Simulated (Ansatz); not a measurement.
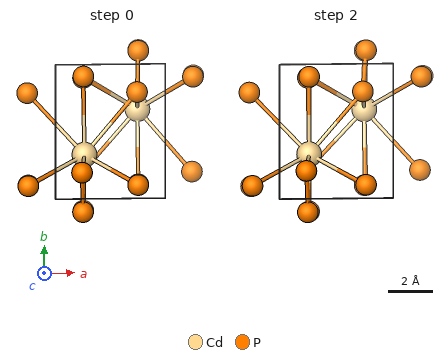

The structure of solid CdP3 (built on the Ni3Sn (D0_19)_194 type) (coarse preliminary run) before (left) and after (right) a relaxation, at one scale.

A ball-and-stick model of the cell of the calculation, seen along the c axis.

These are results of DFT PBE, scalar-relativistic, plane waves, PAW (Ansatz 0.2.0), not measurements. Settings: plane-wave cutoff 420 eV; k-point mesh 6 × 6 × 6; occupations gaussian; smearing width 0.1 eV; no spin polarisation; cell and atoms relaxed; force threshold 0.015 eV/Å; at most 120 steps.

Question: Describe what moved and what it gained.

Answer: The run was cut off at its time limit before the relaxation converged, so the last structure is only a point on the way. The energy falls by 34.7 meV per atom in 2 geometry steps. Largest force component: 2.2 eV/Å at the start, 0.16 eV/Å at the end. The pressure goes from 3.04 to 0.05 GPa. The atom that moves furthest relative to the cell is a P atom (0.11 Å along [2 0 −3]). Largest moves by element: P 0.11 Å, Cd 0.03 Å. The volume changes by +3.7 %, with a 5.057 → 5.223 Å (+3.3 %), b 7.135 → 7.142 Å (+0.1 %), c 6.994 → 7.004 Å (+0.1 %), α 120.0° → 119.9°. Some distances before and after: Cd–P 3.718 → 3.843 Å, P–P 2.046 → 2.164 Å, Cd–P 3.665 → 3.781 Å, Cd–P 3.792 → 3.903 Å. Bond angles that change, for instance: P–P–P 56.4° → 58.9°, P–P–P 57.8° → 60.1°, P–P–P 62.9° → 60.7°. The space group stays P1 (No. 1). The run took 7.5 min on 1 thread of Arm Neoverse V1 (shared host), peak memory 0.94 GiB.
